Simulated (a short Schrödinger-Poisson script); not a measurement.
Stack: gated Al0.33Ga0.67N/GaN polarisation-induced gas, at 77 K.

```csv
layer,material,thickness (nm),Na (cm⁻³)
1,Al0.33Ga0.67N,10,-
2,GaN,6000,1e15
```

The device is made up for the run: typed textbook-type constants, with dimensions and the other settings drawn at random. Al0.33Ga0.67N: permittivity 9.3, conduction-band edge (eV) 0.462, gap (eV) 4.09, electron mass (mₑ) 0.24, Nv at 300 K (cm⁻³) 4.6e19. GaN: permittivity 9.5, conduction-band edge (eV) 0, gap (eV) 3.43, Nv at 300 K (cm⁻³) 4.6e19.

Channel valleys (confinement mass, in-plane density-of-states mass, number): Γ 0.2, 0.2, 1. At the gate the conduction-band edge of layer 1 lies 1.27 eV − eVg above the Fermi level of the channel; the field vanishes at the back. Sheet of polarisation charge: +1.6e13 e/cm² at 10 nm from the gate. The barrier under the gate holds no holes. Gaps are held at their typed values at every temperature. Mesh 0.08 nm at interfaces.

From a short Schrödinger-Poisson script (our own, NumPy): 1D Poisson equation in equilibrium, electrons quantum, Hartree (BenDaniel-Duke, 40 states a valley, the channel's in-plane mass for all, wave functions free to enter the barrier), parabolic valleys, classical holes, full ionisation, no traps, pinning or gate leakage.

Only gate voltages with over 1e8 electrons/cm² are shown.

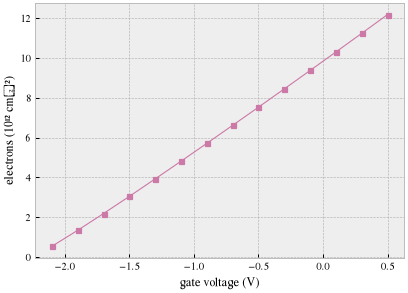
Figure: Sheet density against gate voltage

| Vg (V) | electrons (cm⁻²) | in the channel layer | C (μF/cm²) | Γ E0 (meV) | Γ E1 (meV) |
|---|---|---|---|---|---|
| 0.5 | 1.22e13 | 1.12e13 | 0.758 | -132.3 | -12.3 |
| 0.3 | 1.12e13 | 1.04e13 | 0.753 | -122.9 | -10.1 |
| 0.1 | 1.03e13 | 9.65e12 | 0.748 | -113.5 | -7.9 |
| -0.1 | 9.37e12 | 8.84e12 | 0.743 | -104.0 | -5.7 |
| -0.3 | 8.45e12 | 8.03e12 | 0.739 | -94.4 | -3.4 |
| -0.5 | 7.53e12 | 7.20e12 | 0.734 | -84.8 | -1.1 |
| -0.7 | 6.62e12 | 6.37e12 | 0.728 | -75.1 | 1.3 |
| -0.9 | 5.71e12 | 5.53e12 | 0.722 | -65.4 | 4.0 |
| -1.1 | 4.82e12 | 4.69e12 | 0.715 | -55.6 | 6.9 |
| -1.3 | 3.93e12 | 3.84e12 | 0.707 | -45.7 | 10.1 |
| -1.5 | 3.05e12 | 3.00e12 | 0.698 | -35.7 | 13.7 |
| -1.7 | 2.19e12 | 2.16e12 | 0.684 | -25.6 | 17.6 |
| -1.9 | 1.35e12 | 1.34e12 | 0.663 | -15.2 | 21.8 |
| -2.1 | 5.43e11 | 5.40e11 | 0.617 | -3.2 | 26.8 |

Subbands count from the Fermi level.
